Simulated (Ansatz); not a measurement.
Geometry relaxation, with input and output: CH8N2Si (part 2 of 2)

CH8N2Si; RKS PBE-D4/def2-SVP (Ansatz 0.2.0). The geometry: force-field start.

Geometry of the input (Å):
```
C  -0.7021  1.2990  -0.3324
Si -0.2587  -0.3108  0.2541
N  1.1867  -0.3209  1.0490
N  0.2975  -1.3440  -0.9750
H  0.0309  1.7995  -0.9760
H  -0.9574  2.0426  0.4848
H  -1.6310  1.2963  -0.9510
H  -1.2220  -0.9698  1.0766
H  1.9463  -0.0312  0.4444
H  1.2276  0.3796  1.8217
H  -0.6052  -1.7987  -1.3567
H  0.7644  -2.0967  -0.5056
```

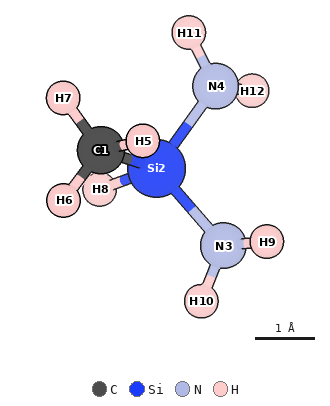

Figure 1. The geometry at step 6 of the log (ball-and-stick view, seen at a tilt; atoms are numbered from 1 in the order of the input).

## The program's output, continued
```
relax step  11: F+E_penalty+E_count = -12011.93476016 eV  Δ(F+E_penalty+E_count) = -2.046e-4 eV  max|allowed force component| = 1.463e-2 eV/Å  Δτ_max = 0.0112 Å  (30 SCF iters, accepted)
1162 factors; their error is unknown
mean field evaluation 96: about -12011.7697 eV, gradient 2.0e0 eV
mean field -12011.71602298 eV, -441.4224220109 hartree, gradient 1.0e-5 eV, S^2 0.000000; 1 other end points of the search recorded, 0 dependent functions left out
the calculation of the forces begins
reference -12011.71606147 eV, -441.4224234255 hartree; 21, 21 occupied and 79, 79 virtual orbitals, 1162 factors
Total energy: -12011.93479865 eV, -441.4304618685 hartree
Atom 0 at    -0.818783     1.270157    -0.465107 Å, force     0.002981     0.006851    -0.002143 eV/Å
Atom 1 at    -0.141078    -0.301233     0.338716 Å, force    -0.006378     0.003427    -0.001812 eV/Å
Atom 2 at     1.361608    -0.186160     1.212182 Å, force    -0.001715    -0.009461    -0.014628 eV/Å
Atom 3 at     0.158931    -1.403262    -0.980335 Å, force    -0.002230     0.006477     0.004422 eV/Å
Atom 4 at    -0.121034     1.661470    -1.234181 Å, force    -0.000016    -0.001811     0.001778 eV/Å
Atom 5 at    -0.973200     2.063004     0.295038 Å, force    -0.002949     0.000467     0.001397 eV/Å
Atom 6 at    -1.798084     1.086305    -0.955822 Å, force    -0.002647    -0.001002    -0.000201 eV/Å
Atom 7 at    -1.126866    -0.729148     1.408743 Å, force     0.007611     0.000137    -0.004643 eV/Å
Atom 8 at     2.197443     0.169984     0.742407 Å, force     0.001371     0.000331     0.002305 eV/Å
Atom 9 at     1.346530     0.089550     2.195621 Å, force     0.000424     0.005849     0.013111 eV/Å
Atom 10 at    -0.498334    -1.429881    -1.763593 Å, force     0.001930    -0.001810     0.003500 eV/Å
Atom 11 at     0.489867    -2.345886    -0.759768 Å, force     0.001618    -0.009453    -0.003084 eV/Å
Dipole moment:     0.068094     0.032864    -0.066997 e Å
```

## Trajectory as extended XYZ (Å, eV, eV/Å), 11 frames, from step=1 to step=11
```
12
Properties=species:S:1:pos:R:3:forces:R:3 step=1 energy=-12010.86564
C    -0.7021    1.2990   -0.3324   -2.0664   2.7995  -0.5167
Si   -0.2587   -0.3108    0.2541   -0.3137  -0.6828  -0.4119
N     1.1867   -0.3209    1.0490    2.7427   1.2947   3.6371
N     0.2975   -1.3440   -0.9750   -2.7076  -1.2137  -3.1052
H     0.0309    1.7995   -0.9760    0.5547  -0.0689  -0.1391
H    -0.9574    2.0426    0.4848    0.2550  -0.5623  -0.2961
H    -1.6310    1.2963   -0.9510   -0.0339  -0.0814   0.0114
H    -1.2220   -0.9698    1.0766   -1.4050  -0.3442   1.0249
H     1.9463   -0.0312    0.4444    0.5306  -0.0387  -0.5117
H     1.2276    0.3796    1.8217    0.1271  -0.5869  -0.1025
H    -0.6052   -1.7987   -1.3567    1.6665   0.4418  -0.0310
H     0.7644   -2.0967   -0.5056    0.6499  -0.9570   0.4410
12
Properties=species:S:1:pos:R:3:forces:R:3 step=2 energy=-12011.68398
C    -0.7528    1.3042   -0.3663   -0.8916   1.3454  -0.4543
Si   -0.1925   -0.3115    0.2717   -0.3818  -0.7012  -0.2038
N     1.2685   -0.2735    1.1553    1.1556   0.6574   1.1503
N     0.2408   -1.3800   -1.0400   -1.0430  -0.5339  -0.7133
H    -0.0064    1.7862   -1.0248    0.1875  -0.0294  -0.0466
H    -0.9778    2.0321    0.4529    0.1143  -0.2271  -0.0742
H    -1.6954    1.2557   -0.9645    0.1219  -0.1246   0.0852
H    -1.2485   -0.8857    1.1488   -0.3463  -0.0279   0.3926
H     2.0659   -0.0186    0.5625    0.1277  -0.0976  -0.0953
H     1.2934    0.3982    1.9423   -0.0338  -0.3635  -0.1023
H    -0.6244   -1.7738   -1.4886    0.8069   0.3283   0.1066
H     0.7062   -2.1885   -0.6156    0.1826  -0.2260  -0.0449
12
Properties=species:S:1:pos:R:3:forces:R:3 step=3 energy=-12011.81473
C    -0.7778    1.2971   -0.4104   -0.4577   0.3314   0.0299
Si   -0.2096   -0.3288    0.3169    0.5830   0.1736   0.0388
N     1.2939   -0.2586    1.2128   -0.1134  -0.1397  -0.0454
N     0.1909   -1.3339   -1.0721   -0.3032   0.0219   0.2895
H     0.0018    1.7224   -1.0719    0.0571  -0.0577  -0.0472
H    -1.0109    2.0554    0.3696    0.0019  -0.0826  -0.0266
H    -1.7011    1.1642   -1.0168    0.0239   0.0550  -0.0141
H    -1.1865   -0.8429    1.3341   -0.2982  -0.0471   0.0076
H     2.1049   -0.0456    0.6344    0.3025   0.1158  -0.1426
H     1.3113    0.3479    2.0334    0.0063   0.0155   0.1946
H    -0.6520   -1.6798   -1.5440    0.0517  -0.0387  -0.2441
H     0.7120   -2.1524   -0.7522    0.1462  -0.3473  -0.0405
12
Properties=species:S:1:pos:R:3:forces:R:3 step=4 energy=-12011.80149 accepted=F
C    -0.8578    1.3130   -0.4079    0.6608   0.0892  -0.3731
Si   -0.1413   -0.2715    0.3092   -0.7519  -0.9793  -0.0760
N     1.3750   -0.2401    1.1935   -0.2393   0.2235  -0.2802
N     0.1700   -1.4238   -0.9890   -0.0249  -0.0296  -0.1297
H    -0.0354    1.6776   -1.0635   -0.2036   0.4011  -0.0571
H    -1.0412    2.0494    0.4005    0.0194   0.0397  -0.0629
H    -1.7740    1.2269   -1.0338    0.1033  -0.1938   0.1821
H    -1.2127   -0.7408    1.2689    0.1598  -0.0447   0.3365
H     2.1706    0.0913    0.6346    0.0494  -0.0002   0.1469
H     1.3654    0.2264    2.1059    0.0613  -0.0186  -0.0141
H    -0.5444   -1.6564   -1.6971    0.1774   0.3199   0.2897
H     0.6029   -2.3070   -0.6875   -0.0117   0.1926   0.0379
12
Properties=species:S:1:pos:R:3:forces:R:3 step=5 energy=-12011.88441
C    -0.8044    1.3077   -0.4199    0.0333  -0.0277  -0.0260
Si   -0.1861   -0.3141    0.3261    0.1846  -0.0439  -0.0729
N     1.3318   -0.2461    1.2062    0.0549   0.2175  -0.0143
N     0.1812   -1.3730   -1.0327   -0.1803  -0.2913   0.1373
H    -0.0213    1.7245   -1.0880   -0.0443   0.0056   0.0059
H    -1.0270    2.0581    0.3659   -0.0206   0.0003   0.0075
H    -1.7251    1.1666   -1.0244   -0.0192   0.0062   0.0109
H    -1.2010   -0.8059    1.3393   -0.0019   0.0401  -0.0019
H     2.1487    0.0251    0.6372   -0.1799  -0.0090   0.2018
H     1.3344    0.2833    2.0912    0.0458  -0.1973  -0.2415
H    -0.6199   -1.6438   -1.6250    0.2618   0.1296   0.0864
H     0.6656   -2.2374   -0.7419   -0.1342   0.1700  -0.0932
12
Properties=species:S:1:pos:R:3:forces:R:3 step=6 energy=-12011.90849
C    -0.8091    1.2954   -0.4305    0.0244  -0.0021  -0.0250
Si   -0.1775   -0.3113    0.3341    0.1937  -0.0866  -0.1110
N     1.3446   -0.2343    1.2015    0.0214   0.1881  -0.0106
N     0.1764   -1.3848   -1.0126   -0.1535  -0.1839   0.0997
H    -0.0350    1.7061   -1.1123   -0.0382   0.0141  -0.0057
H    -1.0233    2.0559    0.3477   -0.0158   0.0011   0.0091
H    -1.7375    1.1465   -1.0214   -0.0101  -0.0027   0.0121
H    -1.1731   -0.7881    1.3689   -0.0391   0.0247   0.0283
H     2.1502    0.0909    0.6483   -0.1257  -0.0334   0.1674
H     1.3436    0.2241    2.1230    0.0306  -0.1380  -0.2003
H    -0.5800   -1.5752   -1.6857    0.1943   0.0921   0.1254
H     0.5977   -2.2804   -0.7273   -0.0820   0.1265  -0.0893
12
Properties=species:S:1:pos:R:3:forces:R:3 step=7 energy=-12011.91196
C    -0.8109    1.2827   -0.4624    0.0774  -0.0257  -0.0657
Si   -0.1345   -0.3036    0.3180   -0.7447   0.0570   0.7265
N     1.3573   -0.1978    1.1901    0.3561   0.1104   0.1757
N     0.1380   -1.4174   -0.9745   -0.0761  -0.2033  -0.4844
H    -0.0762    1.7122   -1.1772   -0.0410  -0.0049   0.0155
H    -1.0203    2.0452    0.3157    0.0117  -0.0251   0.0071
H    -1.7567    1.1052   -1.0161   -0.0121  -0.0136   0.0002
H    -1.1227   -0.7279    1.4449    0.2989   0.1472  -0.4483
H     2.1799    0.1949    0.7250    0.0369  -0.0189  -0.0042
H     1.3394    0.0835    2.1751   -0.0433  -0.0493  -0.1022
H    -0.5397   -1.4927   -1.7411    0.0899   0.0745   0.1011
H     0.5234   -2.3394   -0.7637    0.0462  -0.0483   0.0787
12
Properties=species:S:1:pos:R:3:forces:R:3 step=8 energy=-12011.93130
C    -0.8133    1.2630   -0.4661   -0.0273  -0.0056   0.0206
Si   -0.1442   -0.3022    0.3509    0.0333   0.0231  -0.0917
N     1.3708   -0.1756    1.2026   -0.1449  -0.0639   0.0991
N     0.1372   -1.4019   -0.9719    0.0761  -0.0083   0.0713
H    -0.0985    1.6536   -1.2186    0.0078   0.0170  -0.0087
H    -0.9918    2.0536    0.2895   -0.0135   0.0410   0.0038
H    -1.7773    1.0664   -0.9808   -0.0160   0.0192  -0.0021
H    -1.1355   -0.7255    1.4197    0.0771   0.0057   0.0120
H     2.1955    0.2072    0.7372    0.0287   0.0137  -0.0204
H     1.3591    0.0587    2.1972    0.0354   0.0166  -0.0113
H    -0.5084   -1.4109   -1.7630   -0.0311  -0.0449  -0.0272
H     0.4832   -2.3415   -0.7627   -0.0257  -0.0137  -0.0454
12
Properties=species:S:1:pos:R:3:forces:R:3 step=9 energy=-12011.93273
C    -0.8207    1.2720   -0.4602   -0.0390  -0.0336  -0.0145
Si   -0.1436   -0.3055    0.3323   -0.0345   0.0354   0.0434
N     1.3486   -0.1829    1.2205   -0.0186  -0.0623  -0.0382
N     0.1841   -1.3987   -0.9873   -0.0292  -0.0017  -0.0346
H    -0.1511    1.6308   -1.2679    0.0195   0.0277  -0.0102
H    -0.9165    2.0774    0.2957    0.0146   0.0146   0.0142
H    -1.8292    1.1138   -0.8975    0.0012  -0.0188  -0.0135
H    -1.1412   -0.7539    1.3827    0.0090   0.0160   0.0068
H     2.1932    0.1395    0.7453    0.0487   0.0314  -0.0237
H     1.3316    0.1267    2.1923   -0.0035   0.0140   0.0711
H    -0.4766   -1.4305   -1.7685    0.0218  -0.0005   0.0094
H     0.4985   -2.3439   -0.7535    0.0100  -0.0220  -0.0102
12
Properties=species:S:1:pos:R:3:forces:R:3 step=10 energy=-12011.93456
C    -0.8197    1.2702   -0.4664   -0.0071   0.0288  -0.0139
Si   -0.1411   -0.2995    0.3391    0.0152  -0.0270  -0.0094
N     1.3627   -0.1841    1.2114   -0.0092   0.0039   0.0106
N     0.1561   -1.4042   -0.9793    0.0164   0.0193   0.0393
H    -0.1193    1.6602   -1.2353   -0.0276  -0.0094   0.0200
H    -0.9743    2.0646    0.2936   -0.0038  -0.0227  -0.0255
H    -1.7993    1.0836   -0.9586    0.0371   0.0142   0.0186
H    -1.1235   -0.7283    1.4109   -0.0020   0.0009   0.0015
H     2.1973    0.1773    0.7430   -0.0062  -0.0038   0.0176
H     1.3482    0.0791    2.1993    0.0064   0.0014  -0.0356
H    -0.4975   -1.4269   -1.7650   -0.0107  -0.0120  -0.0110
H     0.4873   -2.3471   -0.7588   -0.0085   0.0064  -0.0123
12
Properties=species:S:1:pos:R:3:forces:R:3 step=11 energy=-12011.93476
C    -0.8188    1.2702   -0.4651    0.0030   0.0069  -0.0021
Si   -0.1411   -0.3012    0.3387   -0.0064   0.0034  -0.0018
N     1.3616   -0.1862    1.2122   -0.0017  -0.0095  -0.0146
N     0.1589   -1.4033   -0.9803   -0.0022   0.0065   0.0044
H    -0.1210    1.6615   -1.2342    0.0000  -0.0018   0.0018
H    -0.9732    2.0630    0.2950   -0.0029   0.0005   0.0014
H    -1.7981    1.0863   -0.9558   -0.0026  -0.0010  -0.0002
H    -1.1269   -0.7291    1.4087    0.0076   0.0001  -0.0046
H     2.1974    0.1700    0.7424    0.0014   0.0003   0.0023
H     1.3465    0.0896    2.1956    0.0004   0.0058   0.0131
H    -0.4983   -1.4299   -1.7636    0.0019  -0.0018   0.0035
H     0.4899   -2.3459   -0.7598    0.0016  -0.0095  -0.0031
```

## Summary

- outcome: converged
- total energy: −12011.9348 eV
- mean-field energy: −12011.7161 eV
- dispersion energy: −0.2187 eV
- SCF solution under orbital rotations: stable
- largest force (length of the vector) at the end: 0.018 eV/Å
- dipole moment: 0.49 D
- hardware: 4 threads of Arm Neoverse V2, 23 GiB of memory available, shared host
- wall time: 12 s (CPU time 40 s)
- peak memory: 0.14 GiB
